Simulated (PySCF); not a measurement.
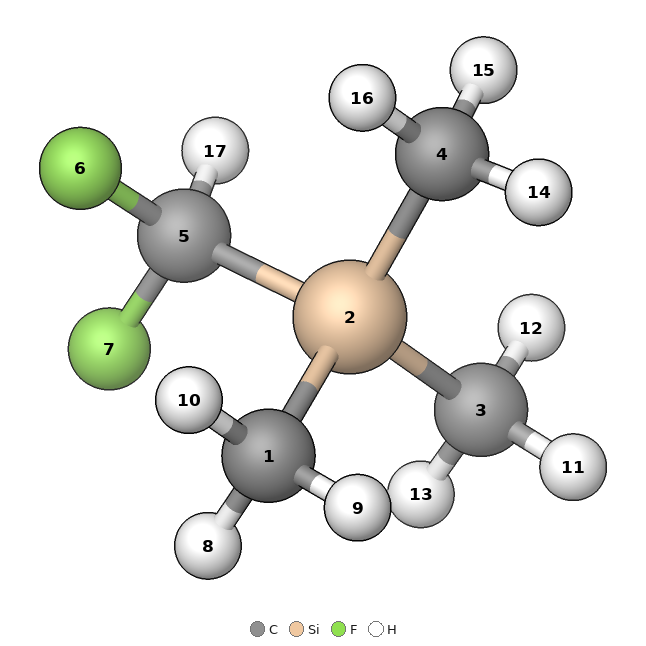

Computed geometry: PBE0-D3(BJ)/def2-TZVP optimisation. No frequency run is at hand to confirm it as a minimum.

> What is the geometry at C4?

C4 has 4 neighbours (Si2 at 1.87, H14 at 1.09, H15 at 1.09, H16 at 1.09 Å); the arrangement is tetrahedral.

> How are the neighbours of atom 1 arranged?

C1 has 4 neighbours (Si2 at 1.87, H8 at 1.09, H9 at 1.09, H10 at 1.09 Å); the arrangement is tetrahedral.

> Describe the coordination of atom 3.

C3 has 4 neighbours (Si2 at 1.87, H11 at 1.09, H12 at 1.09, H13 at 1.09 Å); the arrangement is tetrahedral.

> How are the neighbours of atom 5 arranged?

C5 has 4 neighbours (Si2 at 1.92, F6 at 1.37, F7 at 1.37, H17 at 1.10 Å); the arrangement is tetrahedral.

> What is the dihedral angle C1–Si2–C5–F7?

60° in size, that is gauche.
